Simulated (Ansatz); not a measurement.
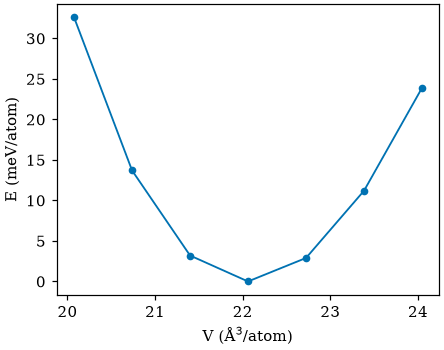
Figure. Mg$_{2}$Ge (anti-fluorite, space group No. 225) under volume change, plane-wave PAW PBE (Ansatz code), scaled uniformly.

Problem. What does a third-order Birch–Murnaghan fit give for V₀, B₀ and B′?

Solution. V₀ = 22.06 Å³/atom, B₀ = 49.7 GPa, B′ = 4.2.

Space group Fm-3m (anti-fluorite). The cell was relaxed with PBE under the symmetry of its start; of distortions, only those at the zone centre were tested.

Potentials: the later of the program's two PAW sets.
